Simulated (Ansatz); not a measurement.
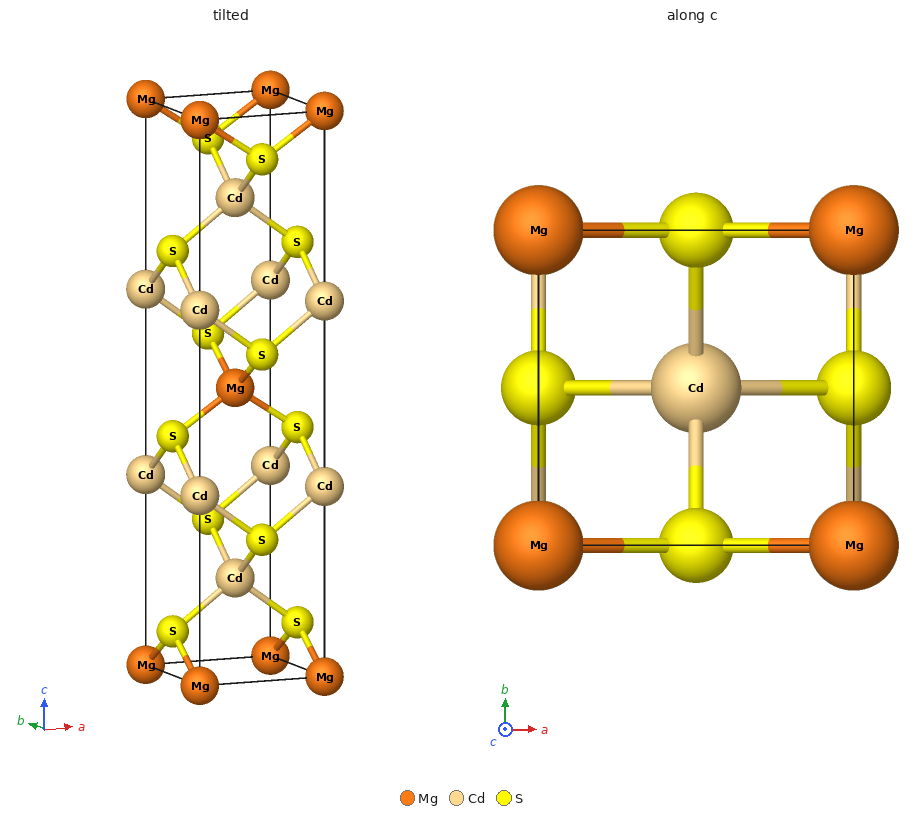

Crystal structure, ball-and-stick style, seen slightly off an axis and along the c axis. The conventional unit cell is outlined; an atom on or near a face, edge or corner is repeated at each equivalent position.

MgCd2S3, space group I-4m2 (No. 119), a = 4.142 Å, b = 4.142 Å, c = 17.487 Å, α = 90.00°, β = 90.00°, γ = 90.00°. Origin of the cell: a structure type filled with these elements by a generator (whether the compound takes this form wasn't checked). Earlier steps of the study, as a rule a relaxation of our own, may have changed the cell and positions, so they can lie some per cent off the listed ones. It was run through Ansatz as a DFT input.

This one geometry was computed with Ansatz (DFT, plane waves, PAW) at three levels of theory: PBE, r2SCAN and LDA.

> Which level gives the highest pressure at this volume, and what does that say about its equilibrium volume?

Highest: PBE (0.0 GPa), which points to the largest equilibrium volume. Lowest, with the smallest volume: LDA (-4.3 GPa). Levels within 0.5 GPa of each other can't be told apart.

> How does the band gap change with the level of theory?

LDA: a gap of 1.39 eV, direct; PBE: a gap of 1.66 eV, direct; r2SCAN: a gap of 2.14 eV, direct.

> Collect the results in a table.

| level | cutoff (eV) | k-mesh of the run's cell | gap (eV) | pressure (GPa) |
| --- | --- | --- | --- | --- |
| PBE | 420 | 10×10×10 | 1.66 | 0.0 |
| r2SCAN | 500 | 10×10×10 | 2.14 | -1.3 |
| LDA | 420 | 10×10×10 | 1.39 | -4.3 |

Gaps are taken on the k-mesh or band path of each run.
